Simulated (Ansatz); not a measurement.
**Run report: HfSiNH$_{5}$ClOF, molecular dynamics (part 3 of 3)**

The same run, continued: HfSiNH$_{5}$ClOF; RKS PBE/def2-SVP (Ansatz 0.2.0). One setting was made poor on purpose. It belongs to a series of runs on one base structure; here: dynamics from the start.

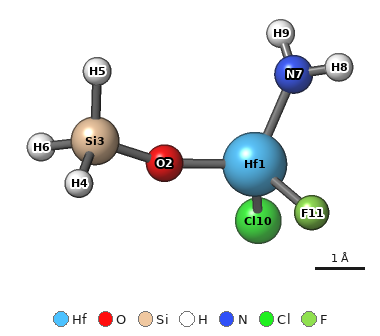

*The geometry at step 34 of the log (ball-and-stick view, seen at an oblique angle; atoms are numbered from 1 in the order of the input).*

Trajectory as extended XYZ, continued:
```
11
Properties=species:S:1:pos:R:3:forces:R:3 step=27 time_fs=54.0 energy=-28024.04798 temperature=154.1
Hf   -0.1428   -0.0663   -0.3457   -0.6520  -0.6318   0.4115
O    -0.9311   -0.1420    1.4737    0.5601  -0.1129  -0.6170
Si   -1.1697   -0.4310    3.1112    0.6384   0.2277   0.1438
H    -2.1949   -1.4864    3.2727   -0.2710  -0.2993   0.0893
H     0.1368   -0.8776    3.8053   -0.4929   0.1717  -0.3161
H    -1.6408    0.8535    3.7315   -0.0108  -0.0191   0.0969
N     1.8886   -0.2550   -0.2630    0.5080   1.3949   0.3458
H     2.3415   -0.7905   -1.0055    0.2444  -0.2643  -0.1818
H     2.5992    0.4483    0.0850   -0.7858  -0.8805  -0.2381
Cl   -1.0933    1.8328   -1.3993    0.1680   0.2273  -0.0501
F    -0.6272   -1.5491   -1.4805    0.0936   0.1861   0.3158
11
Properties=species:S:1:pos:R:3:forces:R:3 step=28 time_fs=56.0 energy=-28023.90397 temperature=66.4
Hf   -0.1432   -0.0645   -0.3452   -0.7557  -0.8464   0.3574
O    -0.9362   -0.1426    1.4797    0.6725  -0.0676  -1.0078
Si   -1.1650   -0.4333    3.1057    0.8075   0.2575   0.5859
H    -2.1822   -1.4792    3.2846   -0.3989  -0.4684   0.0796
H     0.1461   -0.8804    3.8246   -0.6304   0.2375  -0.4511
H    -1.6504    0.8428    3.7300    0.0126   0.0231   0.1029
N     1.8838   -0.2587   -0.2572    2.1998   1.1457  -0.5850
H     2.3649   -0.8242   -1.0348   -0.6138   0.8198   1.2409
H     2.6264    0.4675    0.1075   -1.6028  -1.7089  -0.7128
Cl   -1.0921    1.8313   -1.4017    0.1634   0.2414  -0.0537
F    -0.6284   -1.5558   -1.4837    0.1460   0.3662   0.4436
11
Properties=species:S:1:pos:R:3:forces:R:3 step=29 time_fs=58.0 energy=-28024.01382 temperature=128.2
Hf   -0.1437   -0.0628   -0.3445   -0.7828  -1.0501   0.2954
O    -0.9397   -0.1434    1.4832    0.7516  -0.0273  -1.3051
Si   -1.1591   -0.4352    3.1010    0.3250   0.1048   0.8637
H    -2.1847   -1.4898    3.2996   -0.2097  -0.2946   0.0082
H     0.1313   -0.8741    3.8267   -0.4125   0.1785  -0.3913
H    -1.6595    0.8329    3.7325    0.0350   0.0324   0.0802
N     1.8851   -0.2592   -0.2531    0.8861   0.1614  -0.9735
H     2.3649   -0.8265   -1.0165   -0.5392   0.6374   1.0073
H     2.5923    0.4212    0.1027   -0.4116  -0.5163  -0.0857
Cl   -1.0907    1.8301   -1.4042    0.1631   0.2513  -0.0542
F    -0.6294   -1.5617   -1.4860    0.1950   0.5224   0.5549
11
Properties=species:S:1:pos:R:3:forces:R:3 step=30 time_fs=60.0 energy=-28023.92873 temperature=85.8
Hf   -0.1444   -0.0614   -0.3438   -0.7613  -1.2033   0.2201
O    -0.9415   -0.1443    1.4836    0.7831  -0.0021  -1.4442
Si   -1.1528   -0.4369    3.0975   -0.5796  -0.0624   0.8986
H    -2.1953   -1.5118    3.3149    0.1212   0.0415  -0.0957
H     0.1006   -0.8610    3.8137    0.1156   0.0100  -0.1450
H    -1.6673    0.8243    3.7380    0.0546   0.0142   0.0363
N     1.8888   -0.2593   -0.2517   -2.9199  -1.0501  -0.7349
H     2.3441   -0.8044   -0.9597    0.4983  -0.7865  -0.7903
H     2.5424    0.3552    0.0946    2.2894   2.1351   1.4665
Cl   -1.0892    1.8291   -1.4068    0.1627   0.2596  -0.0537
F    -0.6300   -1.5665   -1.4872    0.2359   0.6438   0.6422
11
Properties=species:S:1:pos:R:3:forces:R:3 step=31 time_fs=62.0 energy=-28023.99324 temperature=107.9
Hf   -0.1453   -0.0603   -0.3430   -0.7625  -1.2678   0.0946
O    -0.9413   -0.1452    1.4805    0.7438   0.0000  -1.3456
Si   -1.1473   -0.4388    3.0953   -1.4173  -0.0935   0.6943
H    -2.2012   -1.5322    3.3265    0.3553   0.2867  -0.1751
H     0.0744   -0.8474    3.7953    0.7128  -0.1840   0.1647
H    -1.6730    0.8162    3.7449    0.0683  -0.0054  -0.0070
N     1.8845   -0.2623   -0.2522   -1.1769   1.3307   0.9677
H     2.3425   -0.8125   -0.9332    0.9137  -1.1852  -1.2987
H     2.5801    0.3709    0.1427    0.1593   0.1305   0.2780
Cl   -1.0874    1.8284   -1.4094    0.1513   0.2806  -0.0606
F    -0.6301   -1.5701   -1.4871    0.2523   0.7075   0.6877
11
Properties=species:S:1:pos:R:3:forces:R:3 step=32 time_fs=64.0 energy=-28023.95227 temperature=92.1
Hf   -0.1463   -0.0594   -0.3422   -0.7376  -1.2852  -0.0834
O    -0.9393   -0.1461    1.4742    0.6391  -0.0180  -1.0427
Si   -1.1437   -0.4407    3.0940   -1.5803  -0.0676   0.5072
H    -2.1935   -1.5416    3.3314    0.3870   0.3230  -0.2003
H     0.0755   -0.8409    3.7831    0.8750  -0.2325   0.2519
H    -1.6761    0.8079    3.7516    0.0742  -0.0029  -0.0335
N     1.8769   -0.2616   -0.2501    1.8295   1.0878   0.1086
H     2.3759   -0.8659   -0.9564   -0.3877   0.5587   0.7128
H     2.6240    0.3916    0.2014   -1.4769  -1.3851  -0.8443
Cl   -1.0855    1.8281   -1.4121    0.1333   0.3063  -0.0700
F    -0.6297   -1.5722   -1.4856    0.2443   0.7155   0.6937
11
Properties=species:S:1:pos:R:3:forces:R:3 step=33 time_fs=66.0 energy=-28023.98830 temperature=122.5
Hf   -0.1475   -0.0588   -0.3415   -0.6352  -1.2765  -0.2768
O    -0.9358   -0.1470    1.4653    0.4925  -0.0487  -0.6138
Si   -1.1424   -0.4428    3.0934   -0.8838  -0.0360   0.4723
H    -2.1711   -1.5386    3.3287    0.2091   0.1357  -0.1670
H     0.1101   -0.8434    3.7806    0.4168  -0.0820   0.0213
H    -1.6764    0.7995    3.7569    0.0714   0.0270  -0.0385
N     1.8744   -0.2580   -0.2477    1.9654   0.1401  -0.6013
H     2.3944   -0.8979   -0.9523   -0.8733   1.1606   1.3028
H     2.6113    0.3593    0.2278   -1.1067  -1.0344  -0.6972
Cl   -1.0835    1.8280   -1.4148    0.1181   0.3267  -0.0765
F    -0.6288   -1.5729   -1.4827    0.2258   0.6874   0.6748
11
Properties=species:S:1:pos:R:3:forces:R:3 step=34 time_fs=68.0 energy=-28024.07553 temperature=172.4
Hf   -0.1488   -0.0584   -0.3408   -0.4635  -1.2197  -0.4612
O    -0.9311   -0.1481    1.4549    0.3226  -0.0858  -0.1227
Si   -1.1422   -0.4449    3.0934    0.1497   0.0920   0.4022
H    -2.1406   -1.5305    3.3196   -0.1056  -0.2015  -0.0907
H     0.1606   -0.8489    3.7788   -0.2203   0.1127  -0.2685
H    -1.6739    0.7922    3.7608    0.0586   0.0678  -0.0287
N     1.8773   -0.2539   -0.2470   -1.0431  -0.8607  -1.1385
H     2.3794   -0.8855   -0.8983   -0.1998   0.1893   0.2158
H     2.5562    0.2874    0.2275    1.1917   0.9397   0.9380
Cl   -1.0813    1.8283   -1.4177    0.1069   0.3392  -0.0795
F    -0.6274   -1.5722   -1.4785    0.2027   0.6269   0.6337
11
Properties=species:S:1:pos:R:3:forces:R:3 step=35 time_fs=70.0 energy=-28023.98524 temperature=130.2
Hf   -0.1503   -0.0584   -0.3402   -0.3051  -1.0876  -0.6362
O    -0.9256   -0.1493    1.4443    0.1369  -0.1229   0.3958
Si   -1.1418   -0.4469    3.0940    0.8993   0.2495   0.1792
H    -2.1141   -1.5300    3.3069   -0.3571  -0.4676  -0.0165
H     0.2027   -0.8502    3.7668   -0.6241   0.2206  -0.4032
H    -1.6692    0.7874    3.7636    0.0372   0.0909  -0.0164
N     1.8774   -0.2522   -0.2494   -2.6490   0.7949   0.4292
H     2.3568   -0.8658   -0.8360    1.2216  -1.7027  -1.6474
H     2.5468    0.2514    0.2631    1.3807   1.1482   1.2369
Cl   -1.0790    1.8290   -1.4206    0.0935   0.3517  -0.0838
F    -0.6256   -1.5702   -1.4729    0.1662   0.5248   0.5624
11
Properties=species:S:1:pos:R:3:forces:R:3 step=36 time_fs=72.0 energy=-28024.07592 temperature=177.1
Hf   -0.1518   -0.0585   -0.3397   -0.2021  -0.9080  -0.7986
O    -0.9198   -0.1509    1.4346   -0.0554  -0.1510   0.8917
Si   -1.1402   -0.4485    3.0949    1.0083   0.2270  -0.1437
H    -2.1013   -1.5475    3.2937   -0.3281  -0.4060   0.0091
H     0.2209   -0.8430    3.7394   -0.6656   0.2110  -0.3415
H    -1.6630    0.7861    3.7657    0.0112   0.0744  -0.0131
N     1.8701   -0.2483   -0.2506    0.9060   1.0237   0.9905
H     2.3810   -0.9113   -0.8368    0.1392  -0.1508  -0.1924
H     2.5902    0.2595    0.3461   -0.9955  -0.6615  -0.7618
Cl   -1.0767    1.8301   -1.4236    0.0753   0.3700  -0.0918
F    -0.6235   -1.5671   -1.4662    0.1067   0.3712   0.4517
11
Properties=species:S:1:pos:R:3:forces:R:3 step=37 time_fs=74.0 energy=-28023.99543 temperature=135.7
Hf   -0.1533   -0.0589   -0.3394   -0.0955  -0.7139  -0.9078
O    -0.9141   -0.1528    1.4271   -0.2152  -0.1615   1.2557
Si   -1.1372   -0.4498    3.0955    0.4894   0.0396  -0.5014
H    -2.1011   -1.5805    3.2808   -0.0589  -0.0477  -0.0040
H     0.2137   -0.8277    3.6989   -0.3311   0.0905  -0.1068
H    -1.6564    0.7877    3.7674   -0.0141   0.0211  -0.0228
N     1.8653   -0.2416   -0.2491    2.5254  -0.1515   0.3523
H     2.4106   -0.9626   -0.8450   -0.9378   1.3287   1.0230
H     2.5955    0.2422    0.3999   -1.4643  -0.9738  -1.3140
Cl   -1.0742    1.8316   -1.4267    0.0626   0.3775  -0.0948
F    -0.6211   -1.5633   -1.4586    0.0395   0.1910   0.3207
11
Properties=species:S:1:pos:R:3:forces:R:3 step=38 time_fs=76.0 energy=-28024.08409 temperature=182.4
Hf   -0.1549   -0.0594   -0.3393    0.0460  -0.4973  -0.9291
O    -0.9089   -0.1551    1.4226   -0.3187  -0.1527   1.4310
Si   -1.1335   -0.4511    3.0955   -0.3246  -0.0962  -0.8584
H    -2.1031   -1.6153    3.2677    0.2109   0.3236  -0.0096
H     0.1937   -0.8089    3.6543    0.2793  -0.1010   0.2304
H    -1.6504    0.7901    3.7681   -0.0359  -0.0428  -0.0358
N     1.8675   -0.2354   -0.2466    0.9559  -0.8418  -0.5348
H     2.4042   -0.9631   -0.8141   -0.7577   1.0398   0.6933
H     2.5447    0.1876    0.4034   -0.0926   0.0003  -0.0789
Cl   -1.0717    1.8334   -1.4299    0.0597   0.3675  -0.0901
F    -0.6187   -1.5591   -1.4503   -0.0224   0.0006   0.1821
11
Properties=species:S:1:pos:R:3:forces:R:3 step=39 time_fs=78.0 energy=-28023.96987 temperature=119.0
Hf   -0.1564   -0.0601   -0.3394    0.1774  -0.2446  -0.8480
O    -0.9045   -0.1577    1.4215   -0.3660  -0.1276   1.4171
Si   -1.1303   -0.4525    3.0943   -0.8543  -0.1174  -1.0687
H    -2.0971   -1.6378    3.2543    0.3175   0.4943   0.0140
H     0.1844   -0.7940    3.6185    0.7482  -0.2417   0.4824
H    -1.6457    0.7908    3.7676   -0.0539  -0.0854  -0.0376
N     1.8723   -0.2314   -0.2456   -2.5077  -0.0296  -0.9515
H     2.3688   -0.9237   -0.7565    0.7133  -1.0879  -1.0081
H     2.4904    0.1330    0.4039    1.8423   1.2914   2.0421
Cl   -1.0691    1.8357   -1.4333    0.0629   0.3433  -0.0801
F    -0.6164   -1.5548   -1.4417   -0.0796  -0.1949   0.0383
11
Properties=species:S:1:pos:R:3:forces:R:3 step=40 time_fs=80.0 energy=-28024.03990 temperature=150.6
Hf   -0.1579   -0.0607   -0.3397    0.2222   0.0203  -0.6782
O    -0.9010   -0.1607    1.4239   -0.3788  -0.0900   1.2667
Si   -1.1283   -0.4541    3.0916   -0.5618  -0.0949  -0.9801
H    -2.0789   -1.6413    3.2414    0.2191   0.3958   0.0659
H     0.2038   -0.7884    3.6012    0.5790  -0.2047   0.4632
H    -1.6431    0.7883    3.7655   -0.0683  -0.0884  -0.0190
N     1.8702   -0.2275   -0.2472   -0.8137   1.5037   1.4270
H     2.3607   -0.9259   -0.7376    1.0439  -1.4247  -1.1985
H     2.5066    0.1278    0.4826   -0.1610   0.0628  -0.1571
Cl   -1.0664    1.8384   -1.4367    0.0649   0.3211  -0.0728
F    -0.6141   -1.5510   -1.4329   -0.1457  -0.4011  -0.1174
```

The run was set up as follows.

Input file:
```yaml
crystal:
  periodic: [false, false, false]
  atoms:
    - { symbol: Hf, position_ang: [-0.15131, -0.098434, -0.356831] }
    - { symbol: O, position_ang: [-0.68252, -0.231399, 1.5093] }
    - { symbol: Si, position_ang: [-1.26169, -0.356113, 3.08509] }
    - { symbol: H, position_ang: [-2.469408, -1.252076, 3.111427] }
    - { symbol: H, position_ang: [-0.186041, -0.939258, 3.960084] }
    - { symbol: H, position_ang: [-1.63184, 1.009441, 3.592454] }
    - { symbol: "N", position_ang: [1.87276, -0.007007, -0.377793] }
    - { symbol: H, position_ang: [2.470404, -0.269169, -1.171251] }
    - { symbol: H, position_ang: [2.476544, 0.325647, 0.382944] }
    - { symbol: Cl, position_ang: [-1.051399, 1.891118, -1.318291] }
    - { symbol: F, position_ang: [-0.656399, -1.61285, -1.433334] }
basis:
  gaussian: { orbitals: def2-SVP }
hamiltonian:
  xc: pbe
md:
  timestep: 2.0
  n_steps: 40
  ensemble: nve
  temperature: 300.0
  initial_velocities: maxwell_boltzmann
  seed: 725392
```

Run as:
```bash
ansatz run input.yaml --threads 4 --pin off --max-ram 5120MiB --backend cpu --events-out ev --progress --plain --runs-dir out
```

Results in brief:

| quantity | value |
| --- | --- |
| outcome | finished |
| mean temperature over the second half | 130 K |
| trajectory | 40 steps, 80 fs |
| ensemble | nve |
| temperature in the input | 300.0 K |
| time step | 2.0 fs |
| potential energy (last step) | −28024.0400 eV |
| mean-field energy (last step) | −28024.0400 eV |
| largest force (length of the vector) (last step) | 2.227 eV/Å |
| hardware | 4 threads of AMD EPYC (Zen 3), 32 GiB of memory available, shared host |
| wall time | 58 s (CPU time 3.6 min) |
| peak memory | 0.21 GiB |

Remarks:

A deliberately poor setting: time step. So short a trajectory is not equilibrated.
